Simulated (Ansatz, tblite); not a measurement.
# BH2(CCH) (C2H3B): spin-state energies by level

Is the singlet the ground state of BH2(CCH) (C2H3B)? Other spin states are computed and compared level by level.

Method: as each input shows; program: Ansatz 0.2.0, Gaussian basis.

The runs, in order: triplet, at the geometry of the singlet (GFN1-xTB, GFN2-xTB, PBE0-D4/def2-TZVP, PBE-D4/def2-TZVP, r2SCAN-D4/def2-TZVP); the singlet's energies come from earlier runs.

**1. The geometry**

The singlet was relaxed beforehand with PBE0-D4/def2-TZVP.

6 atoms, charge 0, spin multiplicity 1.

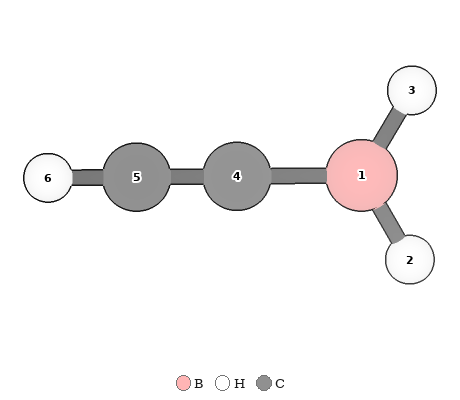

The geometry (boron pink, hydrogen white, carbon grey); atoms are numbered from 1 in the order of the file.

**2. Triplet at the fixed geometry, GFN1-xTB**

Tight binding, by tblite at 300 K electronic temperature and without a spin-polarisation term:

```python
tblite.interface.Calculator('GFN1-xTB', numbers, positions, charge=0, uhf=2).singlepoint()
```

Energy -190.3821 eV; 0.002 s.

**3. Triplet at the fixed geometry, GFN2-xTB**

Tight binding, by tblite at 300 K electronic temperature and without a spin-polarisation term:

```python
tblite.interface.Calculator('GFN2-xTB', numbers, positions, charge=0, uhf=2).singlepoint()
```

Energy -185.5520 eV; 0.001 s.

**4. Triplet at the fixed geometry, PBE0-D4/def2-TZVP**

File in.yaml:

```yaml
crystal:
  periodic: [false, false, false]
  atoms:
    - {symbol: B, position_ang: [0.567418, 0.980661, 0.005112]}
    - {symbol: H, position_ang: [1.756942, 0.978431, 0.102251]}
    - {symbol: H, position_ang: [-0.026673, 2.011663, -0.087076]}
    - {symbol: C, position_ang: [-0.184160, -0.318011, -0.001395]}
    - {symbol: C, position_ang: [-0.789886, -1.365047, -0.006941]}
    - {symbol: H, position_ang: [-1.323651, -2.287687, -0.011960]}
basis:
  gaussian: {orbitals: def2-TZVP}
magnetization: {spin_polarized: true, initial_magnetization: 2}
hamiltonian: {xc: pbe0, dispersion: d4}
scf: {omitted_lower_state_checks: [starts]}
output: {orbitals: {seedname: orbitals}}
```

Started as:

```
$ ansatz run in.yaml --threads 4 --pin off --events-out ev --progress --plain --max-ram 3916MiB
```

Standard output:

```text
Functional definition: PBE0
  name "PBE0"
  cite "Adamo & Barone, J. Chem. Phys. 110, 6158 (1999) doi:10.1063/1.478522"
  cite "Perdew, Burke & Ernzerhof, Phys. Rev. Lett. 77, 3865 (1996) doi:10.1103/PhysRevLett.77.3865"
  parent pbe
  parameter a = 0.25
  parameter kappa = 0.804
  parameter beta = 0.06672455060314922
  exchange = (1 - a)*pbe_x(kappa = kappa, mu = beta*pi^2/3) + a*exact_x
  correlation = pbe_c(beta = beta)
these checks for a lower state are left out or cut short: starts
661 factors; their error is unknown
mean field evaluation 1: about -2786.1401 eV, gradient 2.8e1 eV
mean field evaluation 2: about -2784.3176 eV, gradient 3.2e1 eV
mean field evaluation 4: about -2790.2626 eV, gradient 3.3e0 eV
mean field evaluation 8: about -2790.3370 eV, gradient 1.4e-1 eV
mean field evaluation 16: about -2790.3395 eV, gradient 1.0e-4 eV
mean field -2790.33952212 eV, -102.5430860778 hartree, gradient 1.7e-5 eV, S^2 2.015636; 0 other end points of the search recorded, 0 dependent functions left out
reference -2790.33955265 eV, -102.5430871996 hartree; 11, 9 occupied and 100, 102 virtual orbitals, 661 factors
Total energy: -2790.39702439 eV, -102.5451992472 hartree
Checks for a lower state left out: starts
```

It took 1.1 s on 4 threads of Arm Neoverse V2, shared host.

From the report: HOMO -4.71 eV, LUMO -6.06 eV (over both spins; with the spin held, an empty level of the minority spin lies below the top filled one); ⟨S²⟩ 2.016 (pure: 2.00).

**5. Triplet at the fixed geometry, PBE-D4/def2-TZVP**

start.molden holds the orbitals of an earlier run on this state, given as this run's starting guess.

in.yaml: that of step 4 with these lines changed.

```diff
@@ -10,5 +10,5 @@
 basis:
-  gaussian: {orbitals: def2-TZVP}
+  gaussian: {orbitals: def2-TZVP, initial_orbitals: start.molden}
 magnetization: {spin_polarized: true, initial_magnetization: 2}
-hamiltonian: {xc: pbe0, dispersion: d4}
+hamiltonian: {xc: pbe, dispersion: d4}
 scf: {omitted_lower_state_checks: [starts]}
```

Launched as before.

Standard output:

```text
Functional definition: PBE
  name "PBE"
  cite "Perdew, Burke & Ernzerhof, Phys. Rev. Lett. 77, 3865 (1996) doi:10.1103/PhysRevLett.77.3865"
  parent pbe
  parameter kappa = 0.804
  parameter beta = 0.06672455060314922
  exchange = pbe_x(kappa = kappa, mu = beta*pi^2/3)
  correlation = pbe_c(beta = beta)
these checks for a lower state are left out or cut short: starts
661 factors; their error is unknown
mean field evaluation 1: about -2790.1018 eV, gradient 4.3e0 eV
mean field evaluation 2: about -2790.1837 eV, gradient 1.8e-1 eV
mean field evaluation 4: about -2790.1712 eV, gradient 3.6e-3 eV
mean field evaluation 8: about -2790.1712 eV, gradient 8.2e-5 eV
mean field -2790.17123848 eV, -102.5369017681 hartree, gradient 1.4e-5 eV, S^2 2.007947; 0 other end points of the search recorded, 0 dependent functions left out
reference -2790.17127865 eV, -102.5369032445 hartree; 11, 9 occupied and 100, 102 virtual orbitals, 661 factors
Total energy: -2790.24060451 eV, -102.5394509228 hartree
Checks for a lower state left out: starts
```

Run time: 0.75 s. Hardware: 4 threads of Arm Neoverse V2, shared host.

From the report: HOMO -3.78 eV, LUMO -6.96 eV (over both spins; with the spin held, an empty level of the minority spin lies below the top filled one); ⟨S²⟩ 2.008 (pure: 2.00).

**6. Triplet at the fixed geometry, r2SCAN-D4/def2-TZVP**

in.yaml: that of step 5 with these lines changed.

```diff
@@ -12,3 +12,3 @@
 magnetization: {spin_polarized: true, initial_magnetization: 2}
-hamiltonian: {xc: pbe, dispersion: d4}
+hamiltonian: {xc: r2scan, dispersion: d4}
 scf: {omitted_lower_state_checks: [starts]}
```

The command is unchanged.

Standard output:

```text
Functional definition: r2SCAN
  name "r2SCAN"
  cite "Furness, Kaplan, Ning, Perdew & Sun, J. Phys. Chem. Lett. 11, 8208 (2020) doi:10.1021/acs.jpclett.0c02405"
  cite "Furness, Kaplan, Ning, Perdew & Sun, J. Phys. Chem. Lett. 11, 9248 (2020) doi:10.1021/acs.jpclett.0c03077"
  parent r2scan
  parameter k0 = 0.174
  parameter k1 = 0.065
  parameter a1 = 4.9479
  exchange = r2scan_x(k0 = k0, k1 = k1, a1 = a1)
  correlation = r2scan_c
these checks for a lower state are left out or cut short: starts
661 factors; their error is unknown
mean field evaluation 1: about -2792.4508 eV, gradient 2.7e0 eV
mean field evaluation 2: about -2792.4828 eV, gradient 6.7e-2 eV
mean field evaluation 4: about -2792.4719 eV, gradient 1.3e-3 eV
mean field evaluation 8: about -2792.4719 eV, gradient 9.0e-5 eV
mean field -2792.47185016 eV, -102.6214476878 hartree, gradient 1.8e-5 eV, S^2 2.019333; 0 other end points of the search recorded, 0 dependent functions left out
reference -2792.47186459 eV, -102.6214482184 hartree; 11, 9 occupied and 100, 102 virtual orbitals, 661 factors
Total energy: -2792.48823399 eV, -102.6220497825 hartree
Checks for a lower state left out: starts
```

Run time: 1.4 s. Hardware: 4 threads of Arm Neoverse V2, shared host.

Report: HOMO -4.05 eV, LUMO -6.73 eV (over both spins; with the spin held, an empty level of the minority spin lies below the top filled one); ⟨S²⟩ 2.019 (pure: 2.00).

**7. Triplet less singlet, vertical**

The singlet's energies are those of its earlier runs, whose logs aren't repeated here.

```
              level  triplet less singlet, vertical (kJ/mol)     time
           GFN1-xTB                                   +362.6  0.004 s
           GFN2-xTB                                   +355.7  0.002 s
   PBE-D4/def2-TZVP                                   +320.4    1.2 s
r2SCAN-D4/def2-TZVP                                   +316.9    2.2 s
  PBE0-D4/def2-TZVP                                   +338.1    1.7 s
```

Times add the two runs; a level without a time comes out of a correlated run. Tight binding without a spin term can't rank spin states.

**8. Results**

| quantity | value |
| --- | --- |
| triplet less singlet, vertical, functionals in def2-TZVP | +316.9 (r2SCAN-D4) to +338.1 kJ/mol (PBE0-D4) |

In words: All functionals put the triplet above the singlet, over a spread of 21.2 kJ/mol. The checks for a lower triplet were left out, so another state of that spin may lie lower. These are electronic energies, without zero-point motion, entropy or surroundings.
